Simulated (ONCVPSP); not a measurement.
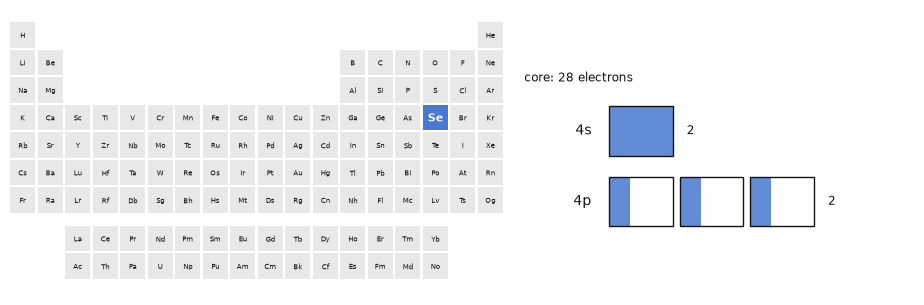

Fig. 1: Left, the place of selenium in the periodic table; right, the valence shells of the reference configuration: a box for each of the 2l + 1 orbitals, shaded by the share of the shell that is filled, with the electron count at the right.

Se: pseudopotential generation

System: selenium (Se, Z = 34), core [Ar] 3d10, reference valence 4s2 4p2 (an ion of charge +2), valence charge 6.
Method: ONCV potential, PBE, fully relativistic, made with ONCVPSP 4.0.1.

**Input**
```
# ATOM AND REFERENCE CONFIGURATION
# atsym  z   nc   nv     iexc    psfile
  Se 34.00    6    2        4      upf
#
#   n    l    f
    1    0    2.00
    2    0    2.00
    2    1    6.00
    3    0    2.00
    3    1    6.00
    3    2   10.00
    4    0    2.00
    4    1    2.00
#
# PSEUDOPOTENTIAL AND OPTIMIZATION
# lmax
    1
#
#   l,   rc,      ep,       ncon, nbas, qcut
    0    1.30    0.00    4    8    5.40
    1    1.60    0.00    4    7    5.40
#
# LOCAL POTENTIAL
# lloc, lpopt,  rc(5),   dvloc0
    4    5    1.25    4.00
#
# VANDERBILT-KLEINMAN-BYLANDER PROJECTORs
# l, nproj, debl
    0    2    3.60
    1    2    0.40
#
# MODEL CORE CHARGE
# icmod, fcfact, rcfact
    3    2.75    1.60
#
# LOG DERIVATIVE ANALYSIS
# epsh1, epsh2, depsh
   -3.00    5.00    0.02
#
# OUTPUT GRID
# rlmax, drl
    6.00    0.01
#
# TEST CONFIGURATIONS
# ncnf
    4
# nvcnf
#   n    l    f
    2
    4    0    2.00
    4    1    4.00
#
    2
    4    0    2.00
    4    1    3.00
#
    2
    4    0    2.00
    4    1    1.00
#
    2
    4    0    2.00
    4    1    3.50
#
```

Run as:
```bash
oncvpspr.x < Se.dat > Se.out
```

**Output (extracts)**
```
ONCVPSP  (Optimized Norm-Conservinng Vanderbilt PSeudopotential)
relativistic version 4.0.1

#   n    l    f        energy (Ha)
    1    0    2.00    -4.6025362D+02
    2    0    2.00    -5.9877923D+01
    2    1    6.00    -5.2268007D+01    -5.3802850D+01
    3    0    2.00    -8.6794236D+00
    3    1    6.00    -6.3856291D+00    -6.6015868D+00
    3    2   10.00    -2.7721294D+00    -2.8051099D+00
    4    0    2.00    -1.3828164D+00
    4    1    2.00    -9.2953450D-01    -9.4845689D-01

Reference configufation results
  iterations    21
  all-electron total energy (Ha)   -2.42896438D+03

Begin loop to  construct optimized pseudo wave functions
and semi-local pseudopoentials for all angular momenta

   Wellstate for l =  0  n =  6 kap= -1
     eigenvalue =   2.2172
     asymptotic potential =   2.7172
     half-point radius =  2.6361

Calculating optimized projector #   1

 for l=   0

    Fraction of norm inside rc  0.253057
    Optimizing pswf for qcut=   5.41 a_B^-1,  ecut=  14.64 Ha
    Residual kinetic energy error=  6.89D-04 Ha

    Energy error per electron        Cutoff
         Ha          eV             Ha
         0.01000     0.27211        8.49
         0.00100     0.02721       12.19
         0.00010     0.00272       95.17
         0.00001     0.00027      117.91

Calculating optimized projector #   2

 for l=   0

    Fraction of norm inside rc  0.051650
    Optimizing pswf for qcut=   5.41 a_B^-1,  ecut=  14.64 Ha
    Residual kinetic energy error=  4.05D-03 Ha

    Energy error per electron        Cutoff
         Ha          eV             Ha
         0.01000     0.27211       12.83
         0.00100     0.02721       17.87
         0.00010     0.00272       43.76
         0.00001     0.00027      134.24

WARNING wellstate: negative energy specified for n= 5 l=  1
WARNING scattering state with energy  0.25000000
WARNING will be used for the first projector

   Wellstate for l =  1  n =  5 kap= -2
     eigenvalue =   0.2500
     asymptotic potential =   0.7500
     half-point radius =  2.9339

Calculating optimized projector #   1

 for l=   1

    Fraction of norm inside rc  0.313026
    Optimizing pswf for qcut=   5.41 a_B^-1,  ecut=  14.63 Ha
    Residual kinetic energy error=  1.36D-04 Ha

    Energy error per electron        Cutoff
         Ha          eV             Ha
         0.01000     0.27211        6.01
         0.00100     0.02721       11.52
         0.00010     0.00272       15.36
         0.00001     0.00027       37.32

Calculating optimized projector #   2

 for l=   1

    Fraction of norm inside rc  0.116836
    Optimizing pswf for qcut=   5.41 a_B^-1,  ecut=  14.63 Ha
    Residual kinetic energy error=  6.48D-04 Ha

    Energy error per electron        Cutoff
         Ha          eV             Ha
         0.01000     0.27211        4.35
         0.00100     0.02721       11.92
         0.00010     0.00272       67.33
         0.00001     0.00027       81.07

   Wellstate for l =  1  n =  5 kap=  1
     eigenvalue =  -0.5485

Calculating optimized projector #   1

 for l=   1

    Fraction of norm inside rc  0.328738
    Optimizing pswf for qcut=   5.41 a_B^-1,  ecut=  14.63 Ha
    Residual kinetic energy error=  2.00D-04 Ha

    Energy error per electron        Cutoff
         Ha          eV             Ha
         0.01000     0.27211        6.17
         0.00100     0.02721       11.93
         0.00010     0.00272       17.22
         0.00001     0.00027       44.50

Calculating optimized projector #   2

 for l=   1

    Fraction of norm inside rc  0.119817
    Optimizing pswf for qcut=   5.41 a_B^-1,  ecut=  14.63 Ha
    Residual kinetic energy error=  4.94D-04 Ha

    Energy error per electron        Cutoff
         Ha          eV             Ha
         0.01000     0.27211        4.39
         0.00100     0.02721       11.88
         0.00010     0.00272       64.84
         0.00001     0.00027       80.21

Construct Vanderbilt / Kleinmman-Bylander projectors

B matrix Hermiticity error, ll=  0  kap= -1
   1   2   -2.3552D-04

  Orthonormal projector coefficients -1.1604E+01  3.0272E+00

B matrix Hermiticity error, ll=  1  kap= -2
   1   2    7.0314D-05

  Orthonormal projector coefficients  6.2209E+00  1.4888E+00

B matrix Hermiticity error, ll=  1  kap=  1
   1   2    7.3097D-05

  Orthonormal projector coefficients  5.2183E+00  1.3126E+00

 Orthonormal scalar projector coefficients, l =  1
  5.8667E+00  1.4379E+00  1.1702E-02  3.9410E-04

 Orthonormal spin-orbit projector coefficients, l =  1
  9.2322E-01 -1.7114E-01  5.2473E-02 -1.8769E-02

Model core correction analysis
  based on d2Exc/dn_idn_j

d2excae - all-electron derivatives

   -3.319800D-02   -2.922612D-02
   -2.922566D-02   -2.953246D-02

d2excps - pseudofunction derivatives with no core correction

   -4.834728D-02   -4.001306D-02
   -4.001538D-02   -3.848184D-02

rms 2nd derivative error    1.164440E-02

rmatch, rhocmatch    1.2545    1.4600

Teter function model core charge with specified parameters

d2excps - pseudofunction derivatives with core correction

   -3.546694D-02   -3.153291D-02
   -3.153265D-02   -3.227096D-02

rms 2nd derivative error    2.413034E-03

Pseudoatom total energy   -8.291456

Diagnostic tests using Vanderbilt-Kleinman-Bylander pseudopotentials
  relativistic with J = L +/- 1/2 projectors

   l  kap   rcore       rmatch      e in        delta e    norm test   slope test

   0  -1   1.3003084   1.3397886  -1.3828164  -0.0000011   1.0000973   1.0000673
run_diag_r: lschvkbbe ERROR   2   0  -1  60  2.21718360E+00  1.94546524E+00
   0  -1   1.3003084   1.3397886   2.2171836  -0.2717184   0.2289046   0.2785627

   1  -2   1.6031557   1.6518310  -0.9295345  -0.0000037   1.0000436   0.9999291
   1   1   1.6031557   1.6518310  -0.9484569   0.0000086   1.0000474   1.0001126
   1  -2   1.6031557   1.6518310   0.2500000   0.0000085   1.0001799   1.0001799
   1   1   1.6031557   1.6518310   0.2410172   0.0000091   1.0001812   1.0001812

Diagnostic tests using Vanderbilt-Kleinman-Bylander pseudopotentials
  relativistic with scalar and spin-orbit non-local projectors

   l  kap   rcore       rmatch      e in        delta e    norm test   slope test

   0  -1   1.3003084   1.3397886  -1.3828164  -0.0000011   1.0000973   1.0000673
run_diag_r: lschvkbbe ERROR   2   0  -1  60  2.21718360E+00  1.94546524E+00
   0  -1   1.3003084   1.3397886   2.2171836  -0.2717184   0.2289046   0.2785627

   1  -2   1.6031557   1.6518310  -0.9295345  -0.0000204   1.0000338   1.0003985
   1   1   1.6031557   1.6518310  -0.9484569  -0.0000087   1.0000382   1.0011316
   1  -2   1.6031557   1.6518310   0.2500000  -0.0000353   1.0001762   1.0001762
   1   1   1.6031557   1.6518310   0.2410172  -0.0000341   1.0001773   1.0001773

Ghost test for J = L + 1/2

 Testing for bound ghosts
   n   l    E NL Schr. Eq   E Basis Diag.   E Cutoff

       0                       -8.597206    153.69  WARNING - GHOST(-)
   1   0       -1.382818       -1.371949    153.69

   2   1       -0.929538       -0.923346     85.83

 Testing for highly-localized positive-energy ghosts
       l    <radius>/rc     E Basis Diag.   E Cutoff

Ghost test for J = L - 1/2

 Testing for bound ghosts
   n   l    E NL Schr. Eq   E Basis Diag.   E Cutoff

       0                       -8.597206    153.69  WARNING - GHOST(-)
   1   0       -1.382818       -1.371949    153.69

   2   1       -0.948448       -0.942896     85.83

 Testing for highly-localized positive-energy ghosts
       l    <radius>/rc     E Basis Diag.   E Cutoff

Test configuration 0

   n   l kap    f        eae           eps        diff
   1   0  -1  2.0000 -460.25361747
   2   0  -1  2.0000  -59.87792288
   2   1  -2  4.0000  -52.26800654
   2   1   1  2.0000  -53.80284963
   3   0  -1  2.0000   -8.67942356
   3   1  -2  4.0000   -6.38562913
   3   1   1  2.0000   -6.60158682
   3   2  -3  6.0000   -2.77212943
   3   2   2  4.0000   -2.80510995
   4   0  -1  2.0000   -1.38281640   -1.38281755   -1.14E-06
   4   1  -2  1.3333   -0.92953450   -0.92953824   -3.74E-06
   4   1   1  0.6667   -0.94845689   -0.94844826    8.63E-06

    Total energies and differences
      AE_ref= -2.42896438E+03  AE_tst= -2.42896438E+03  dif=  0.00E+00
      PS_ref= -8.29145595E+00  PS_tst= -8.29145595E+00  dif=  5.33E-15
      PSP excitation error= -5.33E-15

Test configuration 1

   n   l kap    f        eae           eps        diff
   1   0  -1  2.0000 -459.40271276
   2   0  -1  2.0000  -59.03636750
   2   1  -2  4.0000  -51.42531597
   2   1   1  2.0000  -52.95998191
   3   0  -1  2.0000   -7.84340556
   3   1  -2  4.0000   -5.54989179
   3   1   1  2.0000   -5.76570237
   3   2  -3  6.0000   -1.93832917
   3   2   2  4.0000   -1.97120100
   4   0  -1  2.0000   -0.63512018   -0.63294223    2.18E-03
   4   1  -2  2.6667   -0.23480642   -0.23307034    1.74E-03
   4   1   1  1.3333   -0.24859348   -0.24679787    1.80E-03

    Total energies and differences
      AE_ref= -2.42896438E+03  AE_tst= -2.43011106E+03  dif= -1.15E+00
      PS_ref= -8.29145595E+00  PS_tst= -9.43505919E+00  dif= -1.14E+00
      PSP excitation error= -3.07E-03

Test configuration 2

   n   l kap    f        eae           eps        diff
   1   0  -1  2.0000 -459.79357289
   2   0  -1  2.0000  -59.42414503
   2   1  -2  4.0000  -51.81347835
   2   1   1  2.0000  -53.34820349
   3   0  -1  2.0000   -8.22937659
   3   1  -2  4.0000   -5.93578720
   3   1   1  2.0000   -6.15164219
   3   2  -3  6.0000   -2.32359802
   3   2   2  4.0000   -2.35650554
   4   0  -1  2.0000   -0.98682904   -0.98472156    2.11E-03
   4   1  -2  2.0000   -0.56084034   -0.55898854    1.85E-03
   4   1   1  1.0000   -0.57710699   -0.57521436    1.89E-03

    Total energies and differences
      AE_ref= -2.42896438E+03  AE_tst= -2.42971236E+03  dif= -7.48E-01
      PS_ref= -8.29145595E+00  PS_tst= -9.03829230E+00  dif= -7.47E-01
      PSP excitation error= -1.14E-03

Test configuration 3

   n   l kap    f        eae           eps        diff
   1   0  -1  2.0000 -460.77278455
   2   0  -1  2.0000  -60.38713241
   2   1  -2  4.0000  -52.77838578
   2   1   1  2.0000  -54.31341473
   3   0  -1  2.0000   -9.18261272
   3   1  -2  4.0000   -6.88844208
   3   1   1  2.0000   -7.10457594
   3   2  -3  6.0000   -3.27283713
   3   2   2  4.0000   -3.30593359
   4   0  -1  2.0000   -1.81226602   -1.81716266   -4.90E-03
   4   1  -2  0.6667   -1.33099687   -1.33574584   -4.75E-03
   4   1   1  0.3333   -1.35275487   -1.35751636   -4.76E-03

    Total energies and differences
      AE_ref= -2.42896438E+03  AE_tst= -2.42782976E+03  dif=  1.13E+00
      PS_ref= -8.29145595E+00  PS_tst= -7.15472718E+00  dif=  1.14E+00
      PSP excitation error= -2.10E-03

Test configuration 4

   n   l kap    f        eae           eps        diff
   1   0  -1  2.0000 -459.58857520
   2   0  -1  2.0000  -59.22105034
   2   1  -2  4.0000  -51.61014936
   2   1   1  2.0000  -53.14483820
   3   0  -1  2.0000   -8.02740024
   3   1  -2  4.0000   -5.73386231
   3   1   1  2.0000   -5.94968876
   3   2  -3  6.0000   -2.12206408
   3   2   2  4.0000   -2.15494949
   4   0  -1  2.0000   -0.80449054   -0.80214204    2.35E-03
   4   1  -2  2.3333   -0.39164443   -0.38966326    1.98E-03
   4   1   1  1.1667   -0.40664920   -0.40461600    2.03E-03

    Total energies and differences
      AE_ref= -2.42896438E+03  AE_tst= -2.42995261E+03  dif= -9.88E-01
      PS_ref= -8.29145595E+00  PS_tst= -9.27756278E+00  dif= -9.86E-01
      PSP excitation error= -2.12E-03
```

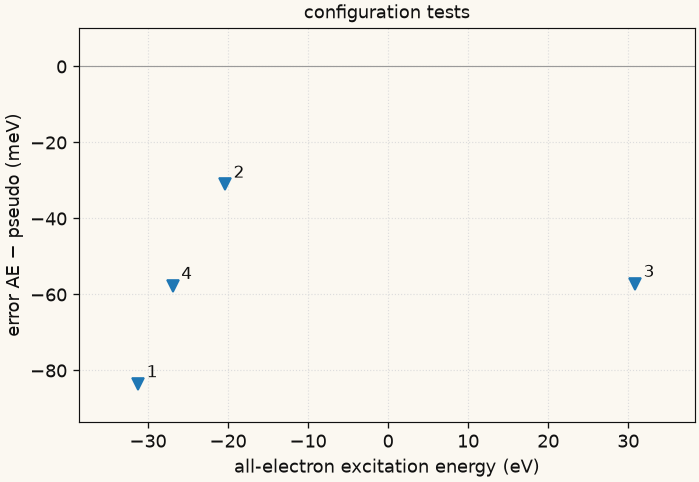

Fig. 2: Errors, all-electron minus pseudo, of the energies of valence configurations relative to the unpolarised reference 4s2 4p2. Points: 1 = 4s2 4p4; 2 = 4s2 4p3; 3 = 4s2 4p1; 4 = 4s2 4p3.5.

- Worst configuration: 4s2 4p4 (neutral): the error is -84 meV on an all-electron energy of -31.20 eV relative to the reference, or 0.27 %.
- Configurations within 10 meV and within 50 meV: 0 and 1 of 4. The potential isn't sound: its ghost test gives GHOST(-) flagged for s at -233.9 eV; no localised positive-energy state flagged.

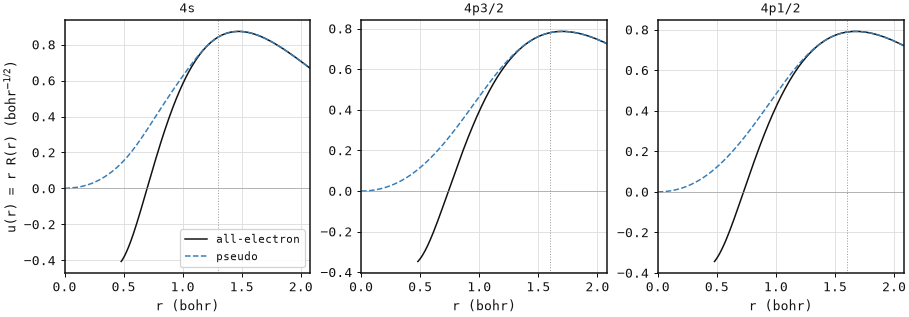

Fig. 3: Partial waves u(r) = r R(r), all-electron (solid) and pseudo (dashed). Dotted lines mark the matching radii. The innermost oscillations of some all-electron curves aren't drawn. Pseudo-waves: 4s has no node; 4p3/2 has no node; 4p1/2 has no node.

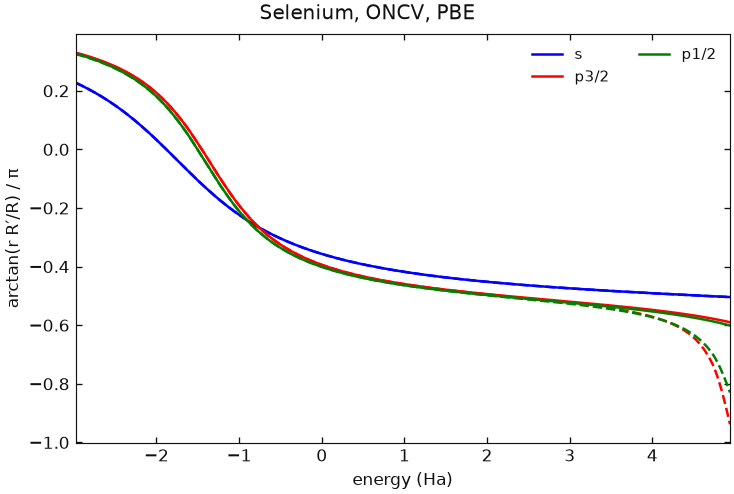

Fig. 4: Unwrapped phase arctan(r R′/R) in units of π against energy, all-electron (solid) and pseudo (dashed); the pseudo phase is matched to the all-electron one at the reference energy. Here R(r) is the radial function. Not drawn: d5/2: not judged; d3/2: not judged; f7/2: not judged; f5/2: not judged.

- Poles, where the radial function vanishes at the test radius: s: all-electron at 4.6 Ha, pseudo at 4.6 Ha; p3/2: all-electron at 2.2 Ha, pseudo at 2.2 Ha; p1/2: all-electron at 2.1 Ha, pseudo at 2.1 Ha.
- Range over which the phases agree within 0.05 rad: s: over the whole range drawn; p3/2: up to about 3.8 Ha; p1/2: up to about 3.9 Ha.

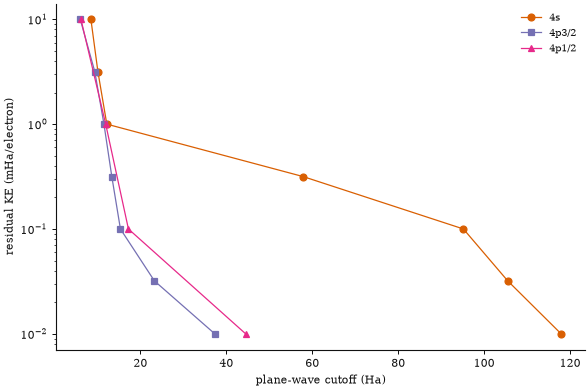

Fig. 5: Residual kinetic energy of the pseudo-waves (the first of each channel, and further valence shells) beyond the plane-wave cutoff, as the generator prints it.

- Cutoffs for the occupied states: 12 Ha for 1 mHa and 95 Ha for 0.1 mHa per electron. The first is set by 4s.
- Cutoffs for 1 mHa per electron: 4s: 12 Ha; 4p1/2: 12 Ha; 4p3/2: 12 Ha.

**Summary**

- outcome: generated, with a ghost state
- cutoffs needed: 12 Ha and 95 Ha (the cutoffs at which the residual kinetic energy of the hardest occupied pseudo-wave falls to 1 and 0.1 mHa per electron)
- ghost test: GHOST(-) flagged for s at -233.9 eV; no localised positive-energy state flagged
- largest excitation error: -84 meV (all-electron minus pseudo) for 4s2 4p4, out of 4 test configurations
- rms error of d²Exc/dni dnj: 11.64 mHa without and 2.41 mHa with the model core
- range over which the phases arctan(r R′/R) at the test radius agree within 0.05 rad (a looser test near the poles than one of phase shifts): s: over the whole range computed; p3/2: up to about 3.8 Ha; p1/2: up to about 3.9 Ha; d5/2: not judged, local potential alone; d3/2: not judged, local potential alone; f7/2: not judged, local potential alone; f5/2: not judged, local potential alone
- hardware: 1 CPU thread, shared host
- wall time: 3.8 s

**Notes**

The potential has a bound ghost state, so it can't be used as it stands. Warnings of the program, in the generation or the tests: wellstate: negative energy specified for n= 5 l= 1.
